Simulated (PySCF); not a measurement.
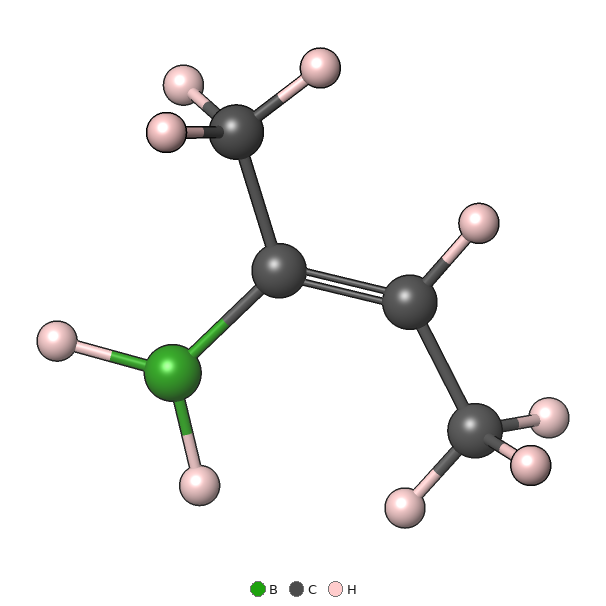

The picture shows a molecular structure as a ball-and-stick model. Double and triple bonds are drawn as two and three sticks.

The computed structure is the end point of a PBE0-D3(BJ)/def2-SVP optimisation. No frequency run is at hand to confirm it as a minimum.

Describe the molecule.

It has 14 atoms: 4 carbon, 9 hydrogen and 1 boron (C₄H₉B). Its SMILES string is `B/C(C)=C\C`. It has no ring. Among its groups: alkene, B–H bond. This geometry has Cs symmetry. Coordination: 1 B trigonal planar; 2 C trigonal planar; 2 C tetrahedral.

The parts below concern this one geometry. Atoms keep their numbers from picture to picture.

**Charges**

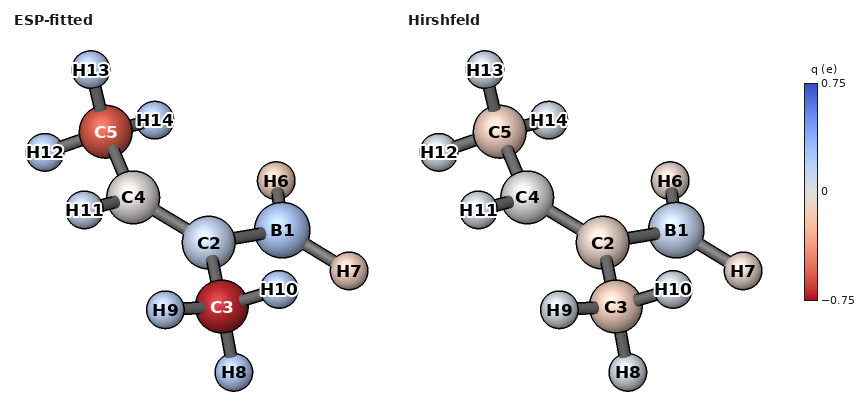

Atomic charges of one calculation by 2 schemes, on one colour scale. No frequency run is at hand to confirm it as a minimum. Computed with PBE0/pcSseg-2 (PySCF 2.14.0).

> Which scheme gives the most polar picture (largest mean size of the charges)?

The ESP-fitted charges are the largest in size here.

> On which atom do the schemes disagree most?

On C3 (from −0.70 to −0.13 e).

List the charges (e), one line for each set of equivalent atoms.

```tsv
atom	ESP-fitted	Hirshfeld
B1	0.22	0.12
C2	0.12	−0.08
C3	−0.70	−0.13
C4	−0.02	0.00
C5	−0.58	−0.12
H6	−0.12	−0.06
H7	−0.11	−0.06
H8, H10	0.19	0.04
H9	0.16	0.04
H11	0.12	0.05
H12, H13	0.17	0.05
H14	0.19	0.05
```

**Core levels**

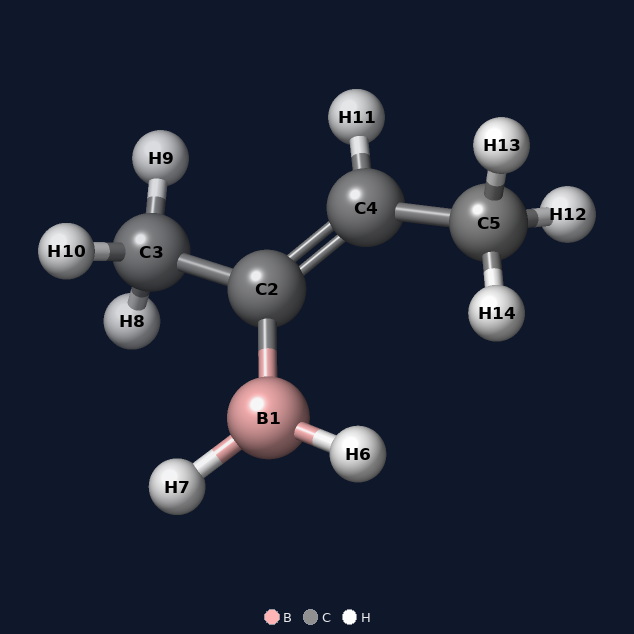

No frequency run is at hand to confirm it as a minimum. Level of theory: delta-SCF UKS PBE, pcX-2 on the ionised atom, pcseg-1 elsewhere, spin-free X2C (PySCF 2.14.0).

Give the core-electron binding energies (to vacuum) of B1 1s, C2 1s, C3 1s, C4 1s, C5 1s.

```
atom  level  binding energy (eV)
  B1     1s                194.2
  C2     1s                289.1
  C3     1s                289.7
  C4     1s                289.8
  C5     1s                290.0
```

**Electronic properties**

No frequency run is at hand to confirm it as a minimum. Properties computed with PBE0/6-311+G(2d,p), gas phase (PySCF 2.14.0).

What does the calculation give?

- dipole moment: 1.53 D
- HOMO energy (Kohn–Sham orbital): −7.38 eV
- LUMO energy (Kohn–Sham orbital): −1.87 eV
- HOMO–LUMO gap: 5.51 eV
